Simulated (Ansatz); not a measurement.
# H2O+ (doublet): correlated methods under varied settings at scale of all distances = 1.000

What do other methods and options give for H2O+ (doublet) at this geometry, and how long do they take?

Program: Ansatz 0.2.0, Gaussian basis. Level of theory: the settings change from run to run. These are calculated values, not measurements.

14 further runs of the same task are left out: 1 for a mislabelled method, 1 for a known fault of the program, 11 that didn't finish, 1 set aside as unsound or not needed.

### 1 The system

The geometry derives from a PBE0/def2-TZVP stationary point (not a proven minimum). All distances are scaled together.

3 atoms, charge 1, spin multiplicity 2.

Atoms are counted from 1 here; the program's logs count them from 0.

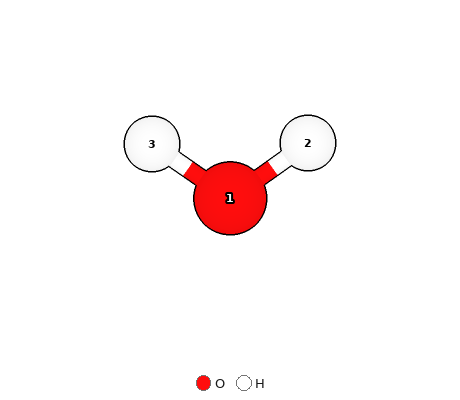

The structure; oxygen red, hydrogen white; atoms are numbered from 1 in the order of the file.

### 2 MP2 on UHF/def2-SVPD

Input file in.yaml:

```yaml
crystal:
  periodic: [false, false, false]
  atoms:
    - {symbol: O, position_ang: [0.000000, -0.064607, 0.000000]}
    - {symbol: H, position_ang: [0.000000, 0.512764, -0.821140]}
    - {symbol: H, position_ang: [0.000000, 0.512764, 0.821140]}
basis:
  gaussian: {orbitals: def2-SVPD}
total_charge: 1
magnetization: {spin_polarized: true, initial_magnetization: 1}
correlation: {method: mp2, electrons: outside_noble_gas}
accuracy: high
```

Launch:

```sh
$ ansatz run in.yaml --threads 1 --pin off --events-out ev --progress --plain --max-ram 2393MiB
```

Standard output:

```text
Functional definition: HF
  name "HF"
  cite "Fock, Z. Phys. 61, 126 (1930) doi:10.1007/BF01340294"
  parent pbe
  exchange = exact_x
  correlation = 0
703 factors; integrals over basis functions are off by at most 3.6e-9 eV
mean field evaluation 1: about -2053.9910 eV, gradient 2.6e1 eV
mean field evaluation 2: about -2053.9955 eV, gradient 2.6e1 eV
mean field evaluation 4: about -2056.2989 eV, gradient 1.2e0 eV
mean field evaluation 8: about -2056.3097 eV, gradient 1.5e-3 eV
mean field -2056.30974531 eV, -75.5679893234 hartree, gradient 2.7e-8 eV, S^2 0.757666; 0 other end points of the search recorded, 0 dependent functions left out
1 core orbitals not correlated: weight in the atoms' cores, before any rotation towards them, 1.000 or more for the frozen orbitals, at most 0.000 for the correlated occupied ones
reference -2056.30974531 eV, -75.5679893234 hartree; 4, 3 occupied and 34, 35 virtual orbitals, 703 factors
second order -4.26948265 eV of doubles, -0.00000000 eV of singles
Total energy: -2060.57922797 eV, -75.7248899170 hartree
```

It took 0.24 s on 1 thread of AMD EPYC 7R13, shared host.

From the report: ⟨S²⟩ of the determinant 0.758 (pure doublet: 0.75).

### 3 MRCISD+Q(relaxed)(5,4)/cc-pVDZ

Input file in.yaml:

```yaml
crystal:
  periodic: [false, false, false]
  atoms:
    - {symbol: O, position_ang: [0.000000, -0.064607, 0.000000]}
    - {symbol: H, position_ang: [0.000000, 0.512764, -0.821140]}
    - {symbol: H, position_ang: [0.000000, 0.512764, 0.821140]}
basis:
  gaussian: {orbitals: cc-pVDZ}
total_charge: 1
magnetization: {spin_polarized: false, initial_magnetization: 1}
correlation: {method: fic_mrcisd_q_relaxed, electrons: outside_noble_gas, active_space: {window: {electrons: 5, orbitals: 4}}}
scf: {lower_state_search: off}
```

Same command.

Standard output, shortened:

```text
Functional definition: HF
  name "HF"
  cite "Fock, Z. Phys. 61, 126 (1930) doi:10.1007/BF01340294"
  parent pbe
[...]
217 factors; integrals over basis functions are off by at most 1.3e-3 eV
[...]
mean field -2057.97209574 eV, -75.6290795748 hartree, gradient 2.3e-6 eV, S^2 0.750000; 0 other end points of the search recorded, 0 dependent functions left out
reference -2057.97209574 eV, -75.6290795748 hartree; 5, 4 occupied and 19, 20 virtual orbitals, 217 factors
state -2058.59872615 eV, -75.6521078178 hartree
contracted CI cycle   1: correlation -0.00000000 eV, -0.0000000000 hartree, residual 2.23e1 eV
contracted CI cycle   2: correlation -3.91563411 eV, -0.1438968993 hartree, residual 3.79e0 eV
contracted CI cycle   3: correlation -4.04092220 eV, -0.1485011518 hartree, residual 1.03e0 eV
contracted CI cycle   4: correlation -4.05180835 eV, -0.1489012103 hartree, residual 3.05e-1 eV
contracted CI cycle   5: correlation -4.05286923 eV, -0.1489401971 hartree, residual 8.85e-2 eV
contracted CI cycle   6: correlation -4.05297060 eV, -0.1489439225 hartree, residual 3.35e-2 eV
contracted CI cycle   7: correlation -4.05298543 eV, -0.1489444674 hartree, residual 1.36e-2 eV
contracted CI cycle   8: correlation -4.05298782 eV, -0.1489445550 hartree, residual 5.16e-3 eV
contracted CI cycle   9: correlation -4.05298816 eV, -0.1489445678 hartree, residual 2.07e-3 eV
contracted CI cycle  10: correlation -4.05298822 eV, -0.1489445699 hartree, residual 8.05e-4 eV
state -2058.59872615 eV, -75.6521078178 hartree; corrected -2062.81045596 eV, -75.8068860332 hartree
Total energy: -2062.81045596 eV, -75.8068860332 hartree
Checks for a lower state left out: stability, starts, cluster_reference, orbital_swaps, neighbouring_geometries, increment
```

Run time: 0.45 s. Hardware: 1 thread of AMD EPYC 7R13, shared host.

From the report: 12 determinants; active occupations 2.00, 1.98, 1.00, 0.02.

### 4 MRCISD+Q(3,5)/6-31G*

Input file in.yaml:

```yaml
crystal:
  periodic: [false, false, false]
  atoms:
    - {symbol: O, position_ang: [0.000000, -0.064607, 0.000000]}
    - {symbol: H, position_ang: [0.000000, 0.512764, -0.821140]}
    - {symbol: H, position_ang: [0.000000, 0.512764, 0.821140]}
basis:
  gaussian: {orbitals: "6-31G*", fitting: {mean_field: def2-universal-jkfit}}
total_charge: 1
magnetization: {spin_polarized: false, initial_magnetization: 1}
correlation: {method: fic_mrcisd_q, electrons: outside_noble_gas, active_space: {window: {electrons: 3, orbitals: 5}}}
```

The command is unchanged.

Standard output, shortened:

```text
Functional definition: HF
  name "HF"
  cite "Fock, Z. Phys. 61, 126 (1930) doi:10.1007/BF01340294"
  parent pbe
[...]
113 factors; integrals over basis functions are off by at most 2.8e-2 eV
[...]
mean field -2057.45805756 eV, -75.6101890202 hartree, gradient 9.2e-7 eV, S^2 0.750000; 0 other end points of the search recorded, 0 dependent functions left out
reference -2057.45805756 eV, -75.6101890202 hartree; 5, 4 occupied and 14, 15 virtual orbitals, 113 factors
state -2058.34188331 eV, -75.6426690176 hartree
contracted CI cycle   1: correlation 0.00000000 eV, 0.0000000000 hartree, residual 1.93e1 eV
contracted CI cycle   2: correlation -3.33584269 eV, -0.1225899578 hartree, residual 2.91e0 eV
contracted CI cycle   3: correlation -3.43004395 eV, -0.1260517902 hartree, residual 6.83e-1 eV
contracted CI cycle   4: correlation -3.43551045 eV, -0.1262526802 hartree, residual 1.64e-1 eV
contracted CI cycle   5: correlation -3.43586030 eV, -0.1262655373 hartree, residual 4.75e-2 eV
contracted CI cycle   6: correlation -3.43588950 eV, -0.1262666103 hartree, residual 1.54e-2 eV
contracted CI cycle   7: correlation -3.43589323 eV, -0.1262667472 hartree, residual 5.99e-3 eV
contracted CI cycle   8: correlation -3.43589378 eV, -0.1262667674 hartree, residual 2.01e-3 eV
contracted CI cycle   9: correlation -3.43589383 eV, -0.1262667693 hartree, residual 5.72e-4 eV
state -2058.34188331 eV, -75.6426690176 hartree; corrected -2061.90403558 eV, -75.7735756987 hartree
Total energy: -2061.90403558 eV, -75.7735756987 hartree
```

Run time: 0.63 s. Hardware: 1 thread of AMD EPYC 7R13, shared host.

From the report: 26 determinants; active occupations 1.98, 1.00, 0.02, 0.00, 0.00.

### 5 CCSD(T) on UHF/cc-pVDZ

Input file in.yaml:

```yaml
crystal:
  periodic: [false, false, false]
  atoms:
    - {symbol: O, position_ang: [0.000000, -0.064607, 0.000000]}
    - {symbol: H, position_ang: [0.000000, 0.512764, -0.821140]}
    - {symbol: H, position_ang: [0.000000, 0.512764, 0.821140]}
basis:
  gaussian: {orbitals: cc-pVDZ}
total_charge: 1
magnetization: {spin_polarized: true, initial_magnetization: 1}
correlation: {method: ccsd_t, electrons: all, diis_vectors: 12}
scf: {omitted_lower_state_checks: [cluster_reference]}
```

Same command.

Standard output, shortened:

```text
Functional definition: HF
  name "HF"
  cite "Fock, Z. Phys. 61, 126 (1930) doi:10.1007/BF01340294"
  parent pbe
[...]
217 factors; integrals over basis functions are off by at most 1.3e-3 eV
[...]
mean field -2058.09853319 eV, -75.6337260653 hartree, gradient 1.3e-6 eV, S^2 0.757021; 0 other end points of the search recorded, 0 dependent functions left out
reference -2058.09853319 eV, -75.6337260653 hartree; 5, 4 occupied and 19, 20 virtual orbitals, 217 factors
second order -4.22698490 eV of doubles, -0.00000000 eV of singles
cycle   1  -4.55150105 eV  change   -3.2e-1 eV  update   3.2e-2
[...]
cycle   9  -4.68202409 eV  change    4.8e-7 eV  update   6.3e-6
perturbative correction -0.06097971 eV, -0.0022409632 hartree
Total energy: -2062.84153699 eV, -75.8080282403 hartree
Checks for a lower state left out: cluster_reference
```

Wall time 0.39 s (1 thread of AMD EPYC 7R13, shared host).

From the report: ⟨S²⟩ of the determinant 0.757 (pure doublet: 0.75); correlation -4.7430 eV; T1 0.007; largest double amplitude 0.04.

### 6 CCSD/6-31G

Input file in.yaml:

```yaml
crystal:
  periodic: [false, false, false]
  atoms:
    - {symbol: O, position_ang: [0.000000, -0.064607, 0.000000]}
    - {symbol: H, position_ang: [0.000000, 0.512764, -0.821140]}
    - {symbol: H, position_ang: [0.000000, 0.512764, 0.821140]}
basis:
  gaussian: {orbitals: 6-31G}
total_charge: 1
magnetization: {spin_polarized: true, initial_magnetization: 1}
hamiltonian: {xc: {name: r2SCAN}}
correlation: {method: ccsd, electrons: all}
scf: {lower_state_search: light}
output: {forces: true}
```

Launched as before.

Standard output, shortened:

```text
Functional definition: r2SCAN
  name "r2SCAN"
  cite "Furness, Kaplan, Ning, Perdew & Sun, J. Phys. Chem. Lett. 11, 8208 (2020) doi:10.1021/acs.jpclett.0c02405"
  cite "Furness, Kaplan, Ning, Perdew & Sun, J. Phys. Chem. Lett. 11, 9248 (2020) doi:10.1021/acs.jpclett.0c03077"
  parent r2scan
[...]
139 factors; integrals over basis functions are off by at most 2.6e-4 eV
[...]
mean field -2065.27472591 eV, -75.8974462838 hartree, gradient 9.8e-7 eV, S^2 0.752607; 0 other end points of the search recorded, 0 dependent functions left out
reference -2056.73387284 eV, -75.5835757227 hartree; 5, 4 occupied and 8, 9 virtual orbitals, 139 factors
second order -2.59194446 eV of doubles, -0.04781652 eV of singles
cycle   1  -2.81715390 eV  change   -1.8e-1 eV  update   3.1e-2
[...]
cycle  11  -2.93355424 eV  change    1.5e-7 eV  update   4.2e-7
[...]
Total energy: -2059.66742708 eV, -75.6913818524 hartree
Atom 0 at     0.000000    -0.064607     0.000000 Å, force    -0.000000     0.205368     0.000000 eV/Å
Atom 1 at     0.000000     0.512764    -0.821140 Å, force    -0.000000    -0.102684    -0.746294 eV/Å
Atom 2 at     0.000000     0.512764     0.821140 Å, force    -0.000000    -0.102684     0.746294 eV/Å
Dipole moment:    -0.000000     0.557196     0.000000 e Å
```

Wall time 0.84 s (1 thread of AMD EPYC 7R13, shared host).

From the report: ⟨S²⟩ of the determinant 0.753 (pure doublet: 0.75); correlation -2.9336 eV; T1 0.006; largest double amplitude 0.04. The orbitals are Kohn-Sham ones, so correlation energy and T1 don't compare with those on Hartree-Fock orbitals.

### 7 CCSDT on UHF/cc-pVDZ

Input file in.yaml:

```yaml
crystal:
  periodic: [false, false, false]
  atoms:
    - {symbol: O, position_ang: [0.000000, -0.064607, 0.000000]}
    - {symbol: H, position_ang: [0.000000, 0.512764, -0.821140]}
    - {symbol: H, position_ang: [0.000000, 0.512764, 0.821140]}
basis:
  gaussian: {orbitals: cc-pVDZ}
total_charge: 1
magnetization: {spin_polarized: true, initial_magnetization: 1}
correlation: {method: ccsdt, electrons: outside_noble_gas}
output: {forces: true}
```

The command is unchanged.

Standard output, shortened:

```text
Functional definition: HF
  name "HF"
  cite "Fock, Z. Phys. 61, 126 (1930) doi:10.1007/BF01340294"
  parent pbe
[...]
385 factors; integrals over basis functions are off by at most 1.1e-7 eV
[...]
mean field -2058.09853457 eV, -75.6337261163 hartree, gradient 1.3e-6 eV, S^2 0.757021; 1 other end points of the search recorded, 0 dependent functions left out
determinant -2058.09853457 eV, -75.6337261163 hartree, with singles and doubles -2062.71812174 eV, -75.8034928133 hartree
determinant -2056.07976104 eV, -75.5595375573 hartree, with singles and doubles -2060.67950121 eV, -75.7285748908 hartree
1 core orbitals not correlated: weight in the atoms' cores, before any rotation towards them, 1.000 or more for the frozen orbitals, at most 0.000 for the correlated occupied ones
reference -2058.09853457 eV, -75.6337261163 hartree; 4, 3 occupied and 19, 20 virtual orbitals, 385 factors
second order -4.16968717 eV of doubles, -0.00000000 eV of singles
cycle   1  -4.49906316 eV  change   -3.3e-1 eV  update   3.6e-2
[...]
cycle  13  -4.69713017 eV  change   -5.6e-7 eV  update   4.5e-7
[...]
Total energy: -2062.79566474 eV, -75.8063424662 hartree
Atom 0 at     0.000000    -0.064607     0.000000 Å, force    -0.000000    -0.404271     0.000000 eV/Å
Atom 1 at     0.000000     0.512764    -0.821140 Å, force     0.000000     0.202135    -0.015481 eV/Å
Atom 2 at     0.000000     0.512764     0.821140 Å, force    -0.000000     0.202135     0.015481 eV/Å
Dipole moment:     0.000000     0.452338     0.000000 e Å
```

It took 4.2 s on 1 thread of AMD EPYC 7R13, shared host.

From the report: ⟨S²⟩ of the determinant 0.757 (pure doublet: 0.75); correlation -4.6971 eV; T1 0.007; largest double amplitude 0.04.

### 8 All runs side by side

Where basis and cores are those of an earlier FCI/cc-pVDZ run (-2062.8012 eV), and the state is the same kind, the miss against it is given.

| level | correlated | functions | energy (eV) | from FCI (meV) | time |
| --- | --- | --- | --- | --- | --- |
| MP2 on UHF/def2-SVPD | outside noble gas | 39 | -2060.5792 |  | 0.24 s |
| MRCISD+Q(relaxed)(5,4)/cc-pVDZ | outside noble gas | 24 | -2062.8105 | -9.2 | 0.45 s |
| MRCISD+Q(3,5)/6-31G* | outside noble gas | 19 | -2061.9040 |  | 0.63 s |
| CCSD(T) on UHF/cc-pVDZ | all | 24 | -2062.8415 |  | 0.39 s |
| CCSD/6-31G (on r2SCAN orbitals) | all | 13 | -2059.6674 |  | 0.84 s |
| CCSDT on UHF/cc-pVDZ | outside noble gas | 24 | -2062.7957 | 5.6 | 4.2 s |

### 9 What came out

| quantity | value |
| --- | --- |
| runs | 6 |
| quickest | MP2 on UHF/def2-SVPD, 0.24 s |
| slowest | CCSDT on UHF/cc-pVDZ, 4.2 s |

What this shows: Total energies in different bases, with other cores or another treatment of relativity can't be set against each other. CCSDT on UHF/cc-pVDZ took 18 times as long as MP2 on UHF/def2-SVPD; the jobs differ in more than the method. Among the correlated runs with a miss given, it spans -9 to +6 meV.
